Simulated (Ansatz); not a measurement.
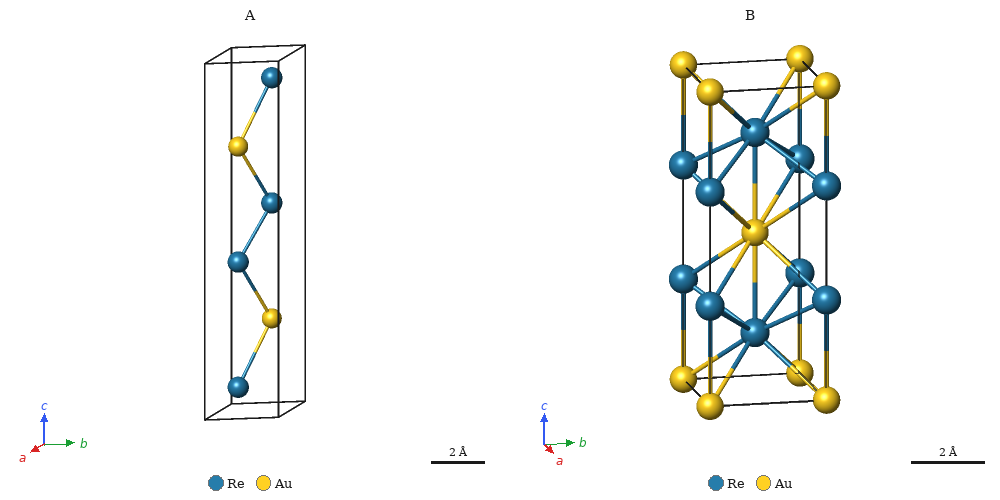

Two structures of Re$_{2}$Au, each relaxed to rest (conventional cells in solid outline, small ones repeated, not to one scale). Method: Ansatz 0.2.0, DFT PBE, scalar-relativistic, plane waves, PAW, without spin polarisation.

**What are A and B?**

A: 6 atoms a cell on a primitive hexagonal lattice, P6_3/mmc. B: 6 atoms a cell on a body-centred tetragonal lattice, I4/mmm.

**A or B: which is lower in energy?**

A is lower, by 276 meV/atom at this level of theory (energies at zero smearing). Volumes: A 15.8, B 16.0 Å³/atom.

One or both may be structure types tried for this composition rather than known phases.
